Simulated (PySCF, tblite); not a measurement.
# C5H7NSSi: geometry, infrared bands and NMR shifts

Aim: predict the infrared bands and NMR shifts of C5H7NSSi (`C=C[SiH2]c1ccsn1`).

The runs use tblite 0.8.0 and PySCF 2.14.0, with density-fitted response routines of our own; the level of theory stands in each step. All values are computed, except where a source is named. Atoms count from 0, in the outputs and in this text.

## 1. Starting geometry

15 atoms, charge 0, multiplicity 1; geometry from: force field or distance geometry start.

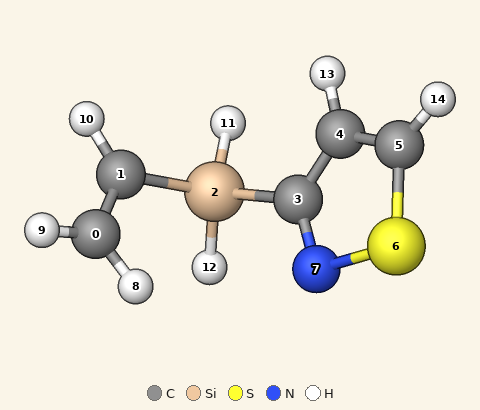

As it starts; carbon grey, silicon light orange, sulfur yellow, nitrogen blue, hydrogen white, atoms numbered.

## 2. Optimising the geometry with GFN2-xTB

What the job is given:

```
{"job": {"kind": "relax", "xc": "GFN2-xTB", "basis": "xTB"}, "charge": 0, "multiplicity": 1}
C      2.486400     0.704900    -0.395500
C      2.027700    -0.177300     0.502100
Si     0.664700    -1.277600    -0.045700
C     -0.852400    -0.188600    -0.366000
C     -1.761100     0.053700     0.611700
C     -2.817100     0.839400     0.293200
S     -2.556100     1.250300    -1.356500
N     -1.044500     0.351300    -1.548700
H      1.966700     0.669900    -1.363600
H      3.275600     1.399100    -0.178000
H      2.458500    -0.248300     1.505800
H      0.386200    -2.229000     1.026800
H      1.032900    -1.909300    -1.294800
H     -1.649000    -0.371100     1.631400
H     -3.622800     1.140500     0.955900
```

Launch:

```bash
$ OMP_NUM_THREADS=1 python probes_run.py task.json out
```

The driver reads the jobs from task.json and runs them one after another.

The program printed:

```text
step      E/eV     max force
  0    -600.85255    3.837
  1    -601.13122    1.916
  2    -601.24167    0.952
  3    -601.30071    0.980
  4    -601.32561    0.486
  5    -601.35252    0.327
  6    -601.36747    0.424
  7    -601.37857    0.442
  8    -601.39431    0.345
  9    -601.40746    0.367
 10    -601.41686    0.236
 11    -601.42482    0.257
 12    -601.43212    0.260
 13    -601.43790    0.190
 14    -601.44189    0.180
 15    -601.44476    0.172
 16    -601.44765    0.146
 17    -601.45063    0.141
 18    -601.45300    0.127
 19    -601.45460    0.102
 20    -601.45574    0.083
 21    -601.45665    0.080
 22    -601.45743    0.077
 23    -601.45818    0.080
 24    -601.45910    0.090
 25    -601.46020    0.107
 26    -601.46115    0.086
 27    -601.46172    0.051
 28    -601.46202    0.035
 29    -601.46219    0.036
 30    -601.46230    0.029
 31    -601.46238    0.023
 32    -601.46244    0.020
 33    -601.46250    0.019
 34    -601.46256    0.019
 35    -601.46261    0.020
 36    -601.46265    0.020
 37    -601.46270    0.020
 38    -601.46276    0.021
 39    -601.46282    0.022
 40    -601.46286    0.021
 41    -601.46290    0.019
 42    -601.46296    0.024
 43    -601.46304    0.030
 44    -601.46315    0.033
 45    -601.46324    0.033
 46    -601.46332    0.028
 47    -601.46341    0.027
 48    -601.46354    0.039
 49    -601.46371    0.040
 50    -601.46385    0.026
 51    -601.46395    0.025
 52    -601.46402    0.022
 53    -601.46410    0.028
 54    -601.46418    0.028
 55    -601.46425    0.018
 56    -601.46430    0.016
 57    -601.46434    0.015
 58    -601.46438    0.021
 59    -601.46446    0.027
 60    -601.46458    0.029
 61    -601.46473    0.036
 62    -601.46488    0.034
 63    -601.46505    0.034
 64    -601.46526    0.044
 65    -601.46549    0.043
 66    -601.46574    0.042
 67    -601.46594    0.060
 68    -601.46621    0.053
 69    -601.46650    0.048
 70    -601.46693    0.072
 71    -601.46708    0.043
 72    -601.46726    0.033
 73    -601.46745    0.046
 74    -601.46761    0.034
 75    -601.46790    0.026
 76    -601.46809    0.031
 77    -601.46836    0.036
 78    -601.46870    0.058
 79    -601.46785    0.202
 80    -601.46946    0.077
 81    -601.46993    0.073
 82    -601.46682    0.398
 83    -601.47106    0.056
 84    -601.47156    0.051
 85    -601.46647    0.417
 86    -601.47222    0.052
 87    -601.47266    0.053
 88    -601.46682    0.435
 89    -601.47343    0.050
 90    -601.47395    0.048
 91    -601.47075    0.389
 92    -601.47509    0.040
 93    -601.47570    0.053
 94    -601.47621    0.203
 95    -601.47736    0.084
 96    -601.47790    0.055
 97    -601.47924    0.081
 98    -601.47963    0.056
 99    -601.48003    0.049
100    -601.48239    0.089
101    -601.48369    0.101
102    -601.48482    0.122
103    -601.48570    0.107
104    -601.48658    0.068
105    -601.48734    0.048
106    -601.48784    0.047
107    -601.48852    0.062
108    -601.48924    0.068
109    -601.49018    0.065
110    -601.49108    0.044
111    -601.49153    0.037
112    -601.49166    0.029
113    -601.49171    0.018
114    -601.49176    0.017
115    -601.49182    0.018
116    -601.49187    0.028
117    -601.49190    0.020
118    -601.49193    0.014
119    -601.49194    0.008
```

Run time: 1.5 s. Hardware: 1 thread of Arm Neoverse N1, shared host.

Along the way: (not every step is listed) (the energy doesn't fall at every step)

```csv
step,energy from step 0 (eV),largest force (eV/Å)
0,0.0000,3.8373
1,-0.2787,1.9163
2,-0.3891,0.9520
3,-0.4482,0.9796
4,-0.4731,0.4864
5,-0.5000,0.3274
6,-0.5149,0.4237
7,-0.5260,0.4425
8,-0.5418,0.3452
18,-0.6005,0.1272
28,-0.6095,0.0348
38,-0.6102,0.0214
48,-0.6110,0.0393
58,-0.6118,0.0210
68,-0.6137,0.0530
78,-0.6162,0.0579
88,-0.6143,0.4350
98,-0.6271,0.0556
108,-0.6367,0.0682
114,-0.6392,0.0170
115,-0.6393,0.0178
116,-0.6393,0.0279
117,-0.6394,0.0204
118,-0.6394,0.0144
119,-0.6394,0.0085
```

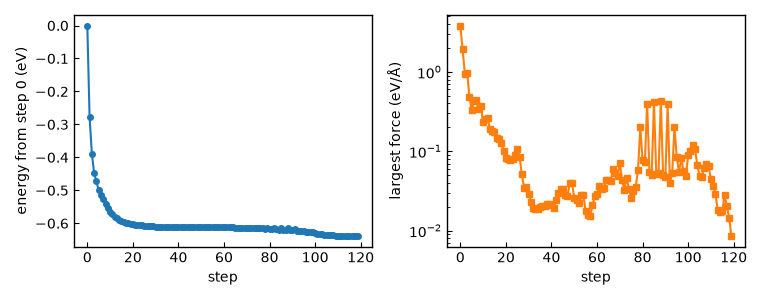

Energy and force, step by step.

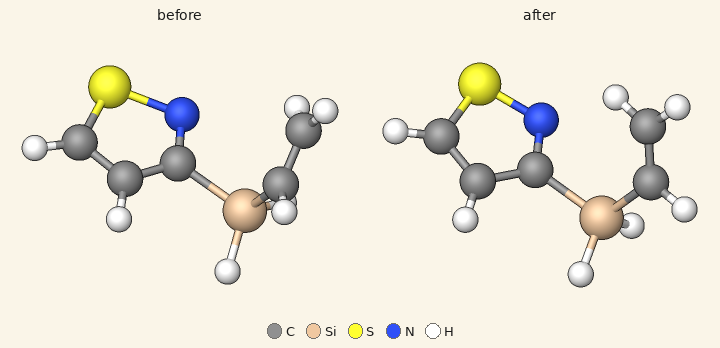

Before and after, at one scale.

Distances of close pairs at the start and the end, largest changes first:

```csv
bond,before (Å),after (Å),change (Å)
S6–N7,1.769,1.632,-0.137
C3–C4,1.357,1.416,+0.060
C1–Si2,1.835,1.884,+0.049
C4–H13,1.110,1.074,-0.036
C0–H8,1.099,1.078,-0.021
Si2–H12,1.447,1.465,+0.018
C0–C1,1.340,1.324,-0.015
C5–H14,1.086,1.071,-0.015
```

The next job starts from the end point, and lists it.

## 3. Harmonic vibrations with GFN2-xTB

What the job is given:

```
{"job": {"kind": "ir", "xc": "GFN2-xTB", "basis": "xTB"}, "charge": 0, "multiplicity": 1}
C      2.287935     0.923807    -0.239816
C      2.209531    -0.328948     0.182490
Si     0.668913    -1.406022     0.055928
C     -0.820251    -0.289072    -0.245184
C     -1.838452     0.034626     0.684370
C     -2.738731     0.893083     0.130669
S     -2.275379     1.239021    -1.482658
N     -0.949857     0.288857    -1.414457
H      1.442841     1.418184    -0.691715
H      3.192049     1.509693    -0.163276
H      3.090326    -0.783220     0.621311
H      0.440697    -2.098273     1.333698
H      0.788588    -2.374961    -1.036564
H     -1.883004    -0.348079     1.686853
H     -3.619618     1.329294     0.556439
```

The program printed:

```text
mode    cm-1     km/mol
  1     -21.3      1.75
  2      59.4      0.22
  3      68.5      0.02
  4     173.2      1.86
  5     195.6      4.60
  6     340.0      5.82
  7     394.0      9.46
  8     431.0     24.21
  9     436.6      3.80
 10     531.7     78.51
 11     592.2     40.16
 12     605.6      6.81
 13     638.6      5.22
 14     669.5     95.09
 15     743.5    285.72
 16     763.2     24.12
 17     768.9    220.89
 18     802.3     67.16
 19     831.1      1.30
 20     841.5     35.27
 21     910.0     16.11
 22     922.2     11.82
 23    1009.5     11.92
 24    1028.0     13.16
 25    1056.3      3.76
 26    1132.3      6.25
 27    1273.2      7.69
 28    1333.3      9.02
 29    1379.9     78.50
 30    1418.2      2.95
 31    1489.0     17.16
 32    1664.3     11.31
 33    2195.9    330.32
 34    2244.6    267.56
 35    3025.9     46.66
 36    3070.2     45.70
 37    3103.2     39.96
 38    3138.3     15.43
 39    3167.5     11.60
```

Run time: 0.95 s. Hardware: 1 thread of Arm Neoverse N1, shared host.

Which atoms move in the most intense modes:

```csv
cm⁻¹,km/mol,atoms
532,78.5,"H12 35 %, H11 20 %, Si2 13 %"
670,95.1,"H11 31 %, H12 27 %, C1 19 %"
744,285.7,"Si2 29 %, C1 19 %, H11 16 %, H12 11 %"
769,220.9,"H11 48 %, H12 41 %"
802,67.2,"C5 29 %, S6 28 %, N7 24 %"
1380,78.5,"C3 35 %, N7 25 %, C4 22 %, C5 16 %"
2196,330.3,H11 96 %
2245,267.6,H12 96 %
```

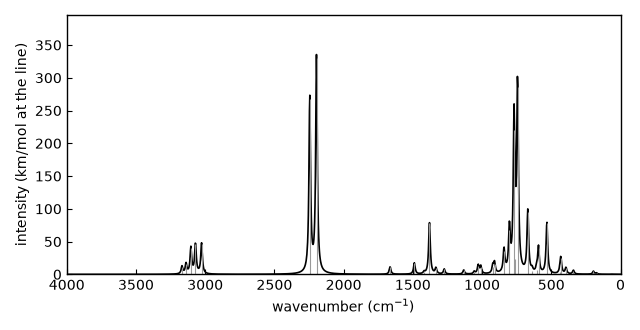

The infrared spectrum from these modes, unscaled. Lines are broadened to a width of 14 cm⁻¹ (Lorentzian).

## 4. NMR shieldings: PBE0/pcSseg-1

Settings changed since step 3:

```diff
@@ -1,2 +1,2 @@
-{"job": {"kind": "ir", "xc": "GFN2-xTB", "basis": "xTB"}, "charge": 0, "multiplicity": 1}
+{"job": {"kind": "nmr", "xc": "PBE0", "basis": "pcSseg-1"}, "charge": 0, "multiplicity": 1}
 C      2.287935     0.923807    -0.239816
```

Method: GIAO PBE0/pcSseg-1 NMR shielding, non-relativistic, gas phase.

The program printed:

```text
coarse grid: 14080 points
cycle   1  E = -936.4261245208  dE =  1.239e+00  |g| = 4.144e-01  |ddm| = 3.839e+00
cycle   2  E = -936.3931348263  dE =  3.299e-02  |g| = 5.468e-01  |ddm| = 9.473e-01
cycle   3  E = -936.4676232262  dE = -7.449e-02  |g| = 1.235e-01  |ddm| = 6.268e-01
cycle   4  E = -936.4710938915  dE = -3.471e-03  |g| = 4.393e-02  |ddm| = 1.444e-01
cycle   5  E = -936.4715521563  dE = -4.583e-04  |g| = 1.517e-02  |ddm| = 5.787e-02
cycle   6  E = -936.4716067368  dE = -5.458e-05  |g| = 6.483e-03  |ddm| = 2.299e-02
cycle   7  E = -936.4716167992  dE = -1.006e-05  |g| = 1.439e-03  |ddm| = 6.290e-03
cycle   8  E = -936.4716172533  dE = -4.540e-07  |g| = 3.132e-04  |ddm| = 1.309e-03
final grid: 128312 points
cycle   9  E = -936.5198941269  dE = -2.133e-05  |g| = 8.929e-03  |ddm| = 2.785e-02
cycle  10  E = -936.5198688487  dE =  2.528e-05  |g| = 1.313e-02  |ddm| = 2.096e-02
cycle  11  E = -936.5199135530  dE = -4.470e-05  |g| = 1.749e-03  |ddm| = 1.451e-02
cycle  12  E = -936.5199143990  dE = -8.461e-07  |g| = 3.344e-04  |ddm| = 2.013e-03
cycle  13  E = -936.5199144238  dE = -2.481e-08  |g| = 1.264e-04  |ddm| = 4.049e-04
cycle  14  E = -936.5199144277  dE = -3.860e-09  |g| = 4.073e-05  |ddm| = 1.440e-04
cycle  15  E = -936.5199144279  dE = -2.415e-10  |g| = 2.583e-05  |ddm| = 5.249e-05
converged SCF energy = -936.5199144279

GIAO shielding tensors (ppm)
atom      isotropic    diamagn.    paramagn.     s11        s22        s33       span
  0 C       40.185     254.934    -214.749    -85.994     36.244    170.305    256.299
  1 C       50.545     260.771    -210.226    -64.232     39.533    176.335    240.567
  2 Si     408.462     881.751    -473.289    384.500    409.255    431.631     47.131
  3 C       15.252     256.038    -240.786    -48.712    -32.550    127.017    175.728
  4 C       52.361     254.077    -201.716    -29.239     45.491    140.830    170.069
  5 C       29.819     263.287    -233.468    -74.773     18.604    145.626    220.400
  6 S       67.980    1056.924    -988.944   -147.486    165.506    185.921    333.407
  7 N     -102.067     324.733    -426.799   -378.918   -153.765    226.483    605.400
  8 H       25.621      33.524      -7.904     22.823     23.836     30.203      7.380
  9 H       25.164      28.360      -3.196     22.848     24.535     28.110      5.262
 10 H       25.263      28.972      -3.709     24.358     24.604     26.827      2.469
 11 H       26.635      29.896      -3.261     22.710     25.799     31.396      8.685
 12 H       26.609      28.793      -2.185     23.477     24.915     31.434      7.957
 13 H       24.015      32.654      -8.639     20.804     23.965     27.275      6.471
 14 H       23.100      30.706      -7.606     21.351     22.064     25.884      4.533
```

It took 55 s on 1 thread of Arm Neoverse N1, shared host; peak memory 0.83 GiB.

Shifts follow as δ = σ(reference) − σ, with reference shieldings (ppm) from runs at the same level and on the same kind of geometry: 1H TMS 31.72, 13C TMS 186.9, 29Si TMS 349.2, 15N NH3 267.7, 33S CS2 504. The references are single molecules in the gas phase, so shifts against H2O, NH3, PH3, H3PO4 or CFCl3 are not on the usual liquid scales and can be off by tens of ppm. Atoms listed in one row are averaged.

```csv
atoms,environment,σ (ppm),δ (ppm),δ scaled to CDCl3
C3,substituted aromatic carbon next to a ring nitrogen,15.3,171.7,165.6
C5,aromatic CH next to the ring sulfur,29.8,157.1,147.0
C0,terminal =CH2 carbon,40.2,146.7,141.3
C1,alkene CH,50.5,136.4,131.2
C4,aromatic CH,52.4,134.6,129.4
H14,hydrogen on an aromatic CH next to the ring sulfur,23.10,8.62,8.23
H13,hydrogen on an aromatic CH,24.01,7.70,7.37
H9,hydrogen on a terminal =CH2 carbon,25.16,6.55,6.28
H10,hydrogen on an alkene CH,25.26,6.45,6.19
H8,hydrogen on a terminal =CH2 carbon,25.62,6.10,5.85
"H11, H12",hydrogen on a silicon bonded to 2 C,26.62,5.10,–
Si2,"silicon bonded to 2 C, 2 H",408.5,-59.3,–
S6,aromatic ring sulfur,68,436,–
N7,pyridine-type nitrogen of an azole,-102.1,369.8,–
```

The scaled column applies a straight-line fit of computed shieldings to shifts measured in CDCl3, with any fitted terms for Cl, Br or S neighbours (root-mean-square error 0.16 ppm for H, 1.9 ppm for C).

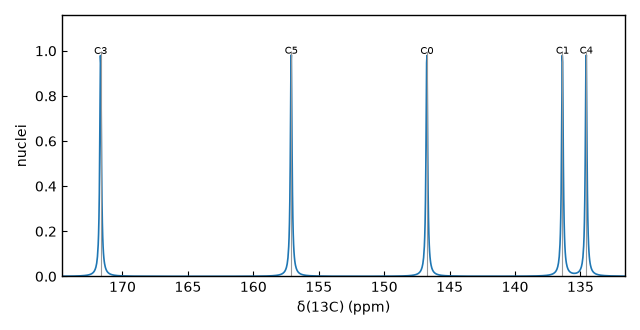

13C lines at the computed shifts, without couplings. Lines are broadened to a width of 0.15 ppm (Lorentzian).

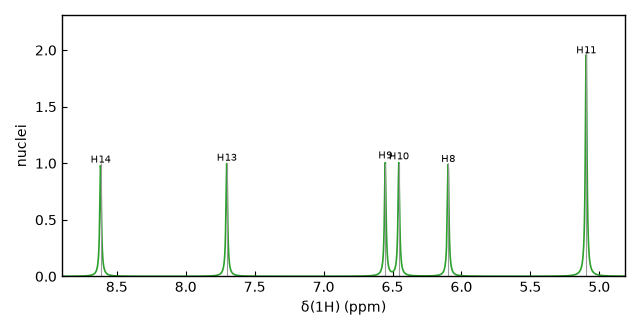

1H lines at the computed shifts, without couplings. Lines are broadened to a width of 0.01 ppm (Lorentzian).

Charges from the same density, by scheme (e):

```csv
atoms,Mulliken,IAO,Hirshfeld,ESP fit
C0,-0.15,-0.27,-0.08,-0.46
C1,-0.49,-0.43,-0.14,-0.17
Si2,0.80,0.77,0.34,0.22
C3,-0.14,-0.16,-0.05,0.35
C4,-0.08,-0.21,-0.08,-0.32
C5,-0.27,-0.32,-0.08,-0.20
S6,0.40,0.51,0.17,0.19
N7,-0.49,-0.46,-0.19,-0.43
```

IAO charges:

C0 -0.27; C1 -0.43; Si2 0.77; C3 -0.16; C4 -0.21; C5 -0.32; S6 0.51; N7 -0.46; H8 0.15; H9 0.15; H10 0.15; H11 -0.13; H12 -0.11; H13 0.17; H14 0.18

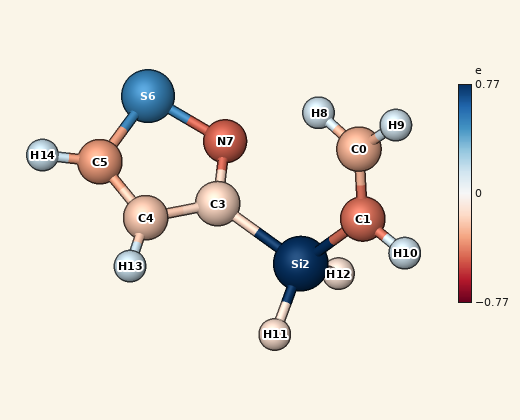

IAO charges, as colours on the atoms.

Mayer bond orders: C0–C1 2.00, C1–Si2 0.91, Si2–C3 0.82, C3–C4 1.24, C4–C5 1.56, C5–S6 1.20, S6–N7 1.19, N7–C3 1.52.

Ring of atoms C3, C4, C5, S6, N7: NICS(0) -12.9, NICS(1) -12.6, NICS(1)zz -32.0 ppm (means of both faces).

## 5. Summary of results

```
                                                              quantity                                   value
                             strongest single infrared mode (GFN2-xTB)                   2196 cm⁻¹, 330 km/mol
                                          zero-point energy (GFN2-xTB)                           63.5 kcal/mol
                                13C shifts against TMS (PBE0/pcSseg-1)   171.7, 157.1, 146.7, 136.4, 134.6 ppm
1H shifts against TMS (PBE0/pcSseg-1, means over atoms taken as alike)  8.62, 7.70, 6.55, 6.45, 6.10, 5.10 ppm
                               29Si shifts against TMS (PBE0/pcSseg-1)                               -59.3 ppm
                                33S shifts against CS2 (PBE0/pcSseg-1)                                 436 ppm
                                15N shifts against NH3 (PBE0/pcSseg-1)                               369.8 ppm
```

In words: The optimisation took 119 steps and gained 0.639 eV; among the close pairs (by a distance rule), S6–N7 changed most, from 1.769 to 1.632 Å. The lowest mode is imaginary (21i cm⁻¹), so the xTB geometry is not a minimum. The strongest single mode, at 2196 cm⁻¹, moves mainly H11. GFN2-xTB is a fitted tight-binding method: band positions and strengths are rough. Its intensities can rank the bands wrongly. At PBE0/pcSseg-1: The largest span, 605 ppm, is at N7, where the paramagnetic term is -427 ppm. NICS(1)zz of -32 ppm above the planar ring from C3 marks a diatropic (aromatic) ring current.
